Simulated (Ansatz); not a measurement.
AlHCl₃: several calculations on one system

### Relaxation

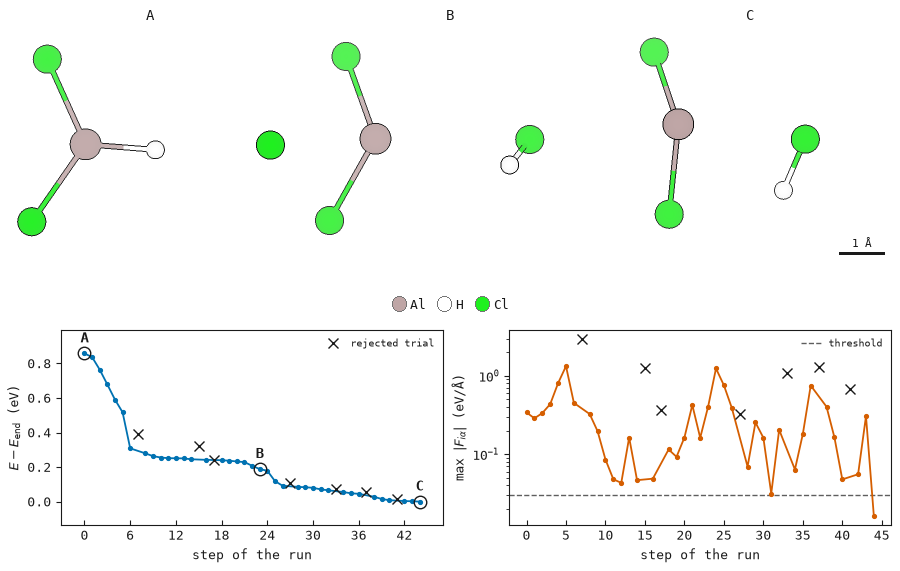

Frames of a relaxation of AlHCl$_{3}$ (multiplicity 2), marked on the history of the run. A ball-and-stick model, seen face on.

The run prepares an end point of a later path (reaction) calculation, from a guessed geometry.

Method: Ansatz 0.2.0, UKS B3LYP/def2-SVP.

The input:
```yaml
crystal:
  periodic: [false, false, false]
  atoms:
    - { symbol: Al, position_ang: [0.037716, -0.003721, -0.111345] }
    - { symbol: H, position_ang: [0.096768, -0.016433, 1.451451] }
    - { symbol: Cl, position_ang: [1.820103, 0.00546, -1.223163] }
    - { symbol: Cl, position_ang: [-1.834279, 0.005369, -1.062624] }
    - { symbol: Cl, position_ang: [-0.120308, 0.009325, 4.005681] }
magnetization:
  spin_polarized: true
  initial_magnetization: 1
basis:
  gaussian: { orbitals: def2-SVP }
hamiltonian:
  xc: b3lyp
relax:
  f_tol: 0.03
  max_steps: 50
```

Command:
```bash
ansatz run input.yaml --threads 2 --pin off --max-ram 3072MiB --backend cpu --events-out ev --progress --plain --runs-dir out
```

### What happens along the run?

The energy falls by 0.858 eV in 37 accepted moves (44 points after the start). Largest force component: 0.34 eV/Å at the start, 0.016 eV/Å at the end. The line search rejected the trial steps at points 7, 15, 17, 27, 33, 37, 41 of the run. The atom that moves furthest after the best rigid fit is Cl5 (1.46 Å). Largest moves by element: Cl 1.46 Å, H 1.14 Å, Al 0.89 Å. Among the contacts that change: Al1–H2 1.564 → 2.912 Å, H2–Cl5 2.564 → 1.301 Å, Al1–Cl5 4.120 → 2.891 Å, Al1–Cl3 2.101 → 2.162 Å. New bonds form, among them: H2–Cl5 (2.56 → 1.30 Å). Bonds break, among them: Al1–H2 (1.56 → 2.91 Å). Bond angles that change, for instance: Cl3–Al1–Cl4 121.1° → 116.8°. Cost: 90 s on 2 threads of AMD EPYC 7R32 (Zen 2) (shared host), peak memory 0.26 GiB. From step 0 to 23: H2 moves most (1.47 Å), energy −0.669 eV. From step 23 to 44: H2 moves most (1.13 Å), energy −0.188 eV.

```tsv
step	E − E(0), eV	largest force component, eV/Å	note
0	0.0000	0.3417	
1	-0.0212	0.2877	
2	-0.0939	0.3354	
3	-0.1797	0.4365	
4	-0.2672	0.8083	
5	-0.3405	1.3308	
6	-0.5493	0.4524	
7	-0.4665	2.9879	rejected
8	-0.5785	0.3263	
9	-0.5945	0.1973	
10	-0.6024	0.0858	
12	-0.6069	0.0432	
14	-0.6126	0.0467	
15	-0.5376	1.2539	rejected
17	-0.6154	0.3634	rejected
19	-0.6210	0.0928	
21	-0.6289	0.4250	
23	-0.6695	0.4040	
24	-0.6790	1.2446	
26	-0.7659	0.3915	
28	-0.7724	0.0697	
30	-0.7778	0.1627	
31	-0.7868	0.0316	
33	-0.7824	1.0732	rejected
35	-0.8097	0.1813	
37	-0.8017	1.3085	rejected
39	-0.8424	0.1647	
40	-0.8495	0.0478	
42	-0.8545	0.0556	
44	-0.8578	0.0161
```

Limits of the set-up: the start holds two separate molecules, 2.6 Å apart at their closest, whose relative position is a soft coordinate and is computed without a dispersion correction.

### Relaxation

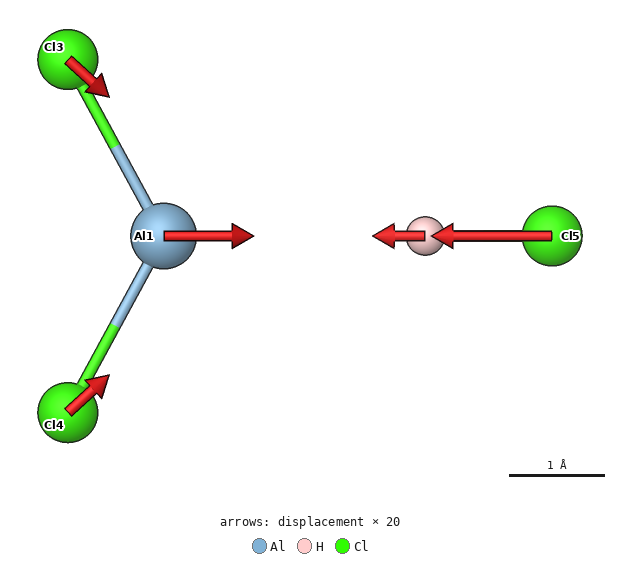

This is a relaxation of AlHCl3 (multiplicity 2). The starting structure is drawn; red arrows show the displacements, magnified 20 times. The two geometries are superimposed by the best rigid fit.

Style: ball-and-stick. Shown face on.

The run prepares an end point of a later path (reaction) calculation, from a guessed geometry.

All numbers below come from UKS B3LYP/def2-SVP in Ansatz 0.2.0. (collinear spin; force threshold 0.03 eV/Å; at most 50 steps)

**What happened in the run?**

The energy falls by 2.12 kJ/mol in 4 accepted moves (5 points after the start). Largest force component: 1 eV/Å at the start, 0.009 eV/Å at the end. The line search rejected the trial step at point 4 of the run. A Cl atom moves most after the best rigid fit: 0.064 Å. By element the largest moves are Cl 0.064 Å, Al 0.048 Å, H 0.028 Å. Among the contacts that change: Cl–H 1.338 → 1.302 Å, Al–Cl 2.119 → 2.114 Å. The run took 13 s on 2 threads of AMD EPYC 7R32 (Zen 2), with other jobs on the host, peak memory 0.24 GiB.

Limits of the set-up: the start holds two separate molecules, 2.8 Å apart at their closest, whose relative position is a soft coordinate and is computed without a dispersion correction.

### Path

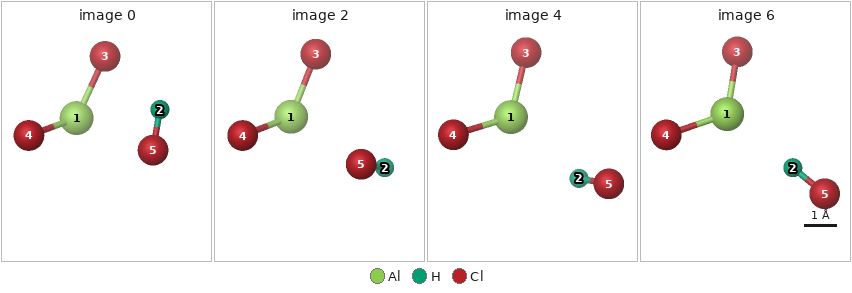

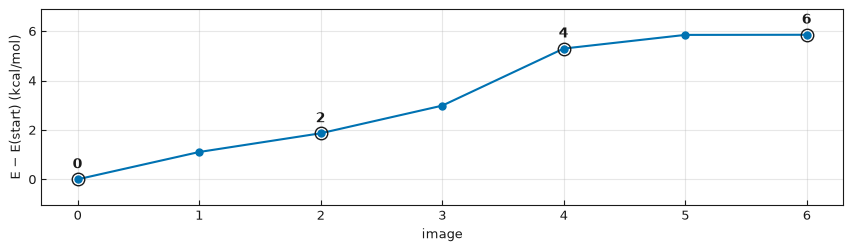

A search for the minimum-energy path of AlHCl3 (multiplicity 2), made up at the start of AlCl₂ and HCl by the nudged elastic band. Images are numbered from 0 (start) to 6 (end). A ball-and-stick model, seen at a tilt.

Level of theory: UKS B3LYP/def2-SVP (Ansatz 0.2.0).

Input file:
```yaml
crystal:
  periodic: [false, false, false]
  atoms:
    - { symbol: Al, position_ang: [-0.287012, -0.689182, -0.345917] }
    - { symbol: H, position_ang: [0.823678, 0.205335, 2.193104] }
    - { symbol: Cl, position_ang: [1.680931, 0.201708, -0.260741] }
    - { symbol: Cl, position_ang: [-1.872994, 0.550924, -1.040025] }
    - { symbol: Cl, position_ang: [-0.344603, -0.268786, 2.513579] }
magnetization:
  spin_polarized: true
  initial_magnetization: 1
basis:
  gaussian: { orbitals: def2-SVP }
hamiltonian:
  xc: b3lyp
neb:
  order_check: false
  images: 5
  f_tol: 0.05
  max_iterations: 60
  final_atoms:
    - { symbol: Al, position_ang: [0.01935843, 0.0757065, -0.30390479] }
    - { symbol: H, position_ang: [-0.03715608, -0.1453097, 2.36996425] }
    - { symbol: Cl, position_ang: [1.87687215, 0.01242083, -1.31030783] }
    - { symbol: Cl, position_ang: [-1.79449227, 0.30974892, -1.36332876] }
    - { symbol: Cl, position_ang: [-0.06458223, -0.25256755, 3.66757713] }
  initial_path:
    images:
      - { positions_ang: [[-0.287012, -0.689182, -0.345917], [0.823678, 0.205335, 2.193104], [1.680931, 0.201708, -0.260741], [-1.872994, 0.550924, -1.040025], [-0.344603, -0.268786, 2.513579]] }
      - { positions_ang: [[-0.18012658, -0.43778823, -0.22914724], [0.5271656, 0.0944774, 2.06253667], [1.79329504, 0.14489597, -0.51129316], [-1.85804332, 0.47913977, -1.09095445], [-0.28229075, -0.28072591, 2.82885817]] }
      - { positions_ang: [[-0.07324116, -0.18639446, -0.11237747], [0.2306532, -0.0163802, 1.93196935], [1.90565908, 0.08808395, -0.76184532], [-1.84309263, 0.40735554, -1.1418839], [-0.2199785, -0.29266583, 3.14413734]] }
      - { positions_ang: [[0.03364426, 0.06499931, 0.00439229], [-0.06585919, -0.1272378, 1.80140202], [2.01802313, 0.03127192, -1.01239748], [-1.82814195, 0.33557131, -1.19281335], [-0.15766625, -0.30460574, 3.45941652]] }
      - { positions_ang: [[0.02888232, 0.06856837, -0.0983734], [-0.05629149, -0.13326177, 1.99092276], [1.9709728, 0.02498823, -1.11170093], [-1.81692539, 0.32696385, -1.24965182], [-0.12663824, -0.28725968, 3.52880339]] }
      - { positions_ang: [[0.02412037, 0.07213743, -0.2011391], [-0.04672378, -0.13928573, 2.18044351], [1.92392248, 0.01870453, -1.21100438], [-1.80570883, 0.31835638, -1.30649029], [-0.09561024, -0.26991361, 3.59819026]] }
      - { positions_ang: [[0.01935843, 0.0757065, -0.30390479], [-0.03715608, -0.1453097, 2.36996425], [1.87687215, 0.01242083, -1.31030783], [-1.79449227, 0.30974892, -1.36332876], [-0.06458223, -0.25256755, 3.66757713]] }
```

Run as
```bash
ansatz run input.yaml --threads 2 --pin off --max-ram 3072MiB --backend cpu --events-out ev --progress --plain --runs-dir out
```

Question: Describe the mechanism and the energy profile.

Answer: No bond forms or breaks between the ends. No barrier shows: the energy is highest at the end, and the end lies 5.85 kcal/mol above the start. The band converged in 15 iterations. The largest component of the band force went from 3.6 to 0.048 eV/Å.
